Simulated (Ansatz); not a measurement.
**Hf₂N₂ (triplet): density, localisation and related maps**

Input

```
crystal:
  periodic: [false, false, false]
  atoms:
    - {symbol: Hf, position_ang: [1.308656, 0.519148, 0.034868]}
    - {symbol: Hf, position_ang: [-1.308658, -0.519153, -0.034755]}
    - {symbol: N, position_ang: [-0.485771, 1.225239, -0.010831]}
    - {symbol: N, position_ang: [0.485773, -1.225244, 0.010718]}
basis:
  gaussian: {orbitals: def2-TZVP, initial_orbitals: start.molden}
magnetization: {spin_polarized: true, initial_magnetization: 2}
hamiltonian: {xc: pbe0, dispersion: d4}
scf: {omitted_lower_state_checks: [starts]}
output: {orbitals: {seedname: orbitals}}
```

Command:

```sh
ansatz run in.yaml --threads 4 --pin off --events-out ev --progress --plain --max-ram 3916MiB
```

Geometry: r2SCAN-D4/def2-TZVP; core potentials replace the inner electrons of Hf.

These are results of UKS PBE0-D4/def2-TZVP in Ansatz 0.2.0, not measurements.

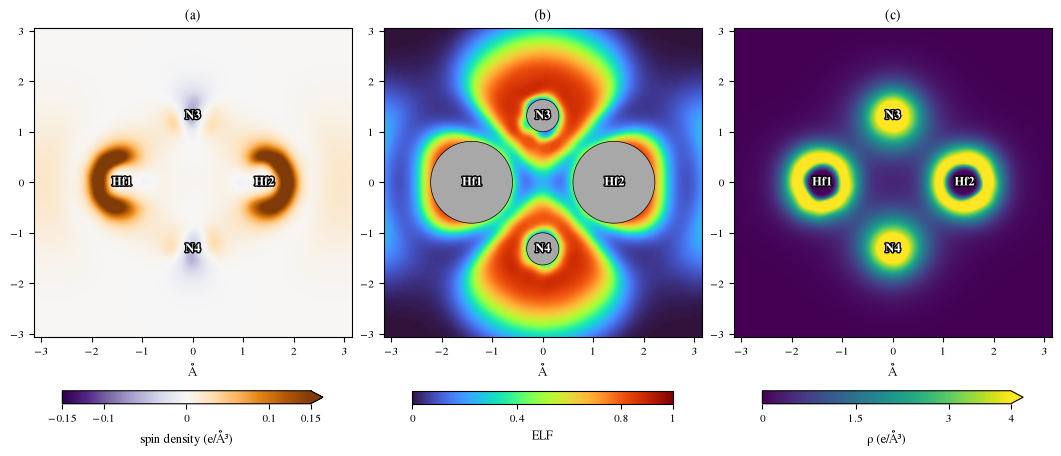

Figure 1. (a) spin density; (b) electron localisation function; (c) electron density on the molecular plane. Grey discs cover the atomic cores in the ELF map.

Read the bonding off the picture.

Answer.
- The plane passes through Hf and N nuclei.
- Hf–N (1.93 Å): ρ is about 1.1 e/Å³ halfway; the ELF peaks at about 0.80 in the valence shell of N, 0.6 Å from its nucleus, and drops to about 0.35 between the two atoms.
- Hf–Hf (2.82 Å): ρ is about 0.42 e/Å³ halfway; the ELF is about 0.25 at the midpoint.
- The unpaired spin (2 electrons) lies mostly on Hf1 (about 1.0) and Hf2 (about 1.0), in electrons by Hirshfeld's partition.

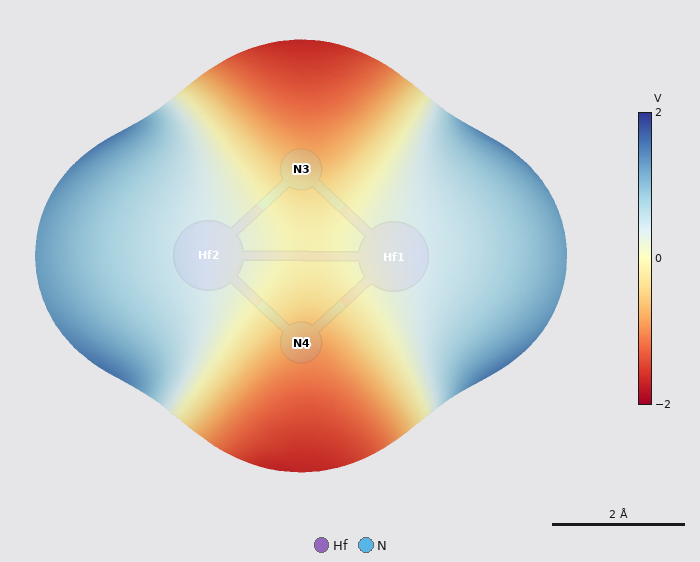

Figure 2. The electrostatic potential painted on the density surface at 0.001 e/bohr³, seen across its widest extent; red is negative and blue positive.

Where is the surface potential most negative and most positive?

Answer. The most negative region (about −1.7 V) lies over N3 and N4, the most positive (about +1.5 V) over Hf1 and Hf2.

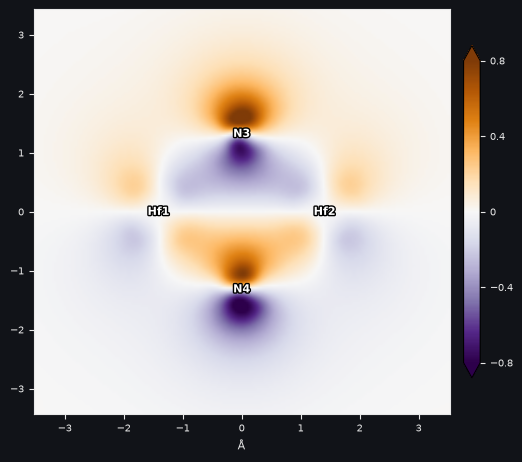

Figure 3. The HOMO (β) on the molecular plane (values in Å⁻³ᐟ²; the overall sign is arbitrary).

What is the character of this orbital?

Answer. Its weight (Hirshfeld) is mainly on N3 (about 35 %), N4 (about 35 %), Hf1 (about 15 %) and Hf2 (about 15 %); it is symmetric in the molecular plane (an in-plane orbital: σ, lone-pair or in-plane π type); it is ungerade (odd under inversion). Its energy is −6.59 eV.
